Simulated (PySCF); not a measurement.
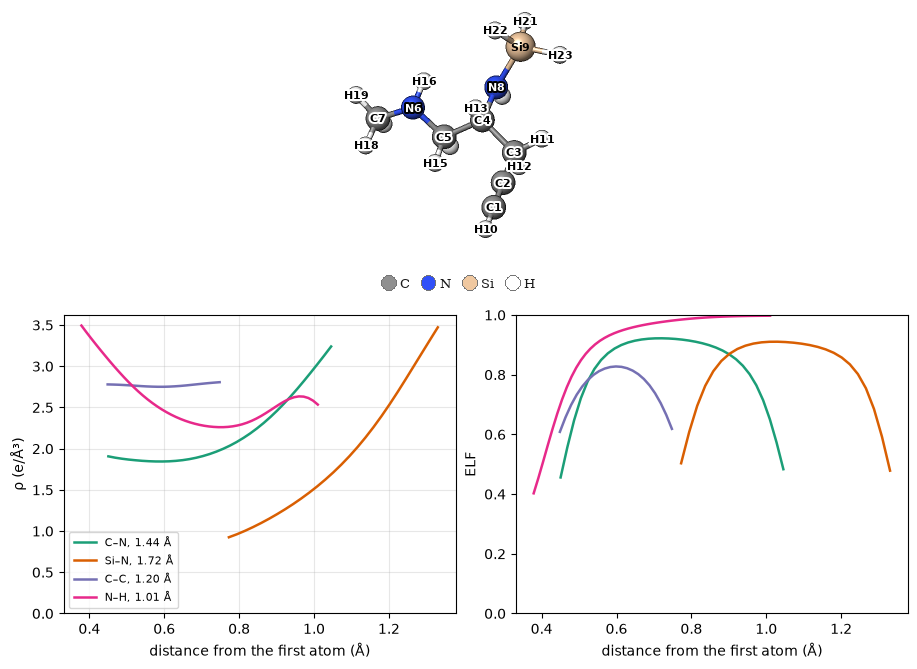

C₆H₁₄N₂Si (SMILES C#CC[C@H](CNC)N[SiH3]). Total electron density and ELF along straight lines between neighbouring atoms. The curves leave out the atomic cores. The structure is drawn too.

Geometry: GFN2-xTB.

All numbers below come from PBE0/pcSseg-1, SCF density, gas phase, non-relativistic in PySCF 2.14.0.

Input

```
{"job": {"kind": "nmr", "xc": "PBE0", "basis": "pcSseg-1"}, "charge": 0, "multiplicity": 1}
C      2.659773    -2.586817     0.510977
C      2.220654    -1.651546    -0.092815
C      1.686410    -0.515930    -0.811636
C      0.521348     0.153426    -0.055666
C     -0.682340    -0.787685     0.035278
N     -1.676851    -0.227937     0.926439
C     -2.934890    -0.939769     0.892236
N      0.126931     1.390215    -0.684031
Si     0.794619     2.924591    -0.300149
H      3.046286    -3.407829     1.036730
H      2.478787     0.224534    -0.954555
H      1.338933    -0.842844    -1.797508
H      0.845718     0.392272     0.961276
H     -1.080738    -0.960060    -0.984938
H     -0.362155    -1.753919     0.437916
H     -1.818899     0.747816     0.676434
H     -3.384435    -0.993376    -0.113018
H     -2.768118    -1.959167     1.243452
H     -3.638230    -0.451232     1.564014
H     -0.218735     1.236386    -1.620542
H     -0.005255     3.856413    -1.092064
H      0.627189     3.090230     1.142214
H      2.219248     3.089213    -0.637030
```

Run with:

```sh
OMP_NUM_THREADS=1 python probes_run.py task.json out
```

> Compare the contacts.

C–N (1.44 Å): ρ at the midpoint is about 1.9 e/Å³; the ELF peaks at about 0.90 between the atoms (a shared electron pair).
Si–N (1.72 Å): ρ at the midpoint is about 1.1 e/Å³; the ELF peaks at about 0.90 between the atoms (a shared but strongly polarised pair).
C–C (1.20 Å): the density is about 2.8 e/Å³ at the midpoint; the ELF peaks at about 0.85 between the atoms; a multiple bond.
N–H (1.01 Å): ρ at the midpoint is about 2.8 e/Å³; the ELF climbs to about 1 towards the hydrogen, as it does in any bond to H (a covalent bond by its length).
